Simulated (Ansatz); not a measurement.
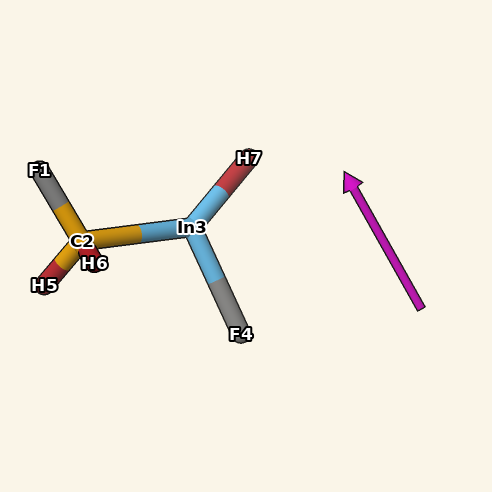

The arrow beside the molecule shows the direction of the dipole moment, from the negative to the positive end (its length means nothing). The geometry was computed by an optimisation with PBE0-D4/def2-TZVP. Method: RKS PBE0-D4/def2-TZVP, core potentials on In (Ansatz 0.2.0).

Question: Estimate the dipole moment.

Answer: 1.72 D; it points from the side of F4 to the side of F1 (the outermost atoms at the two ends).
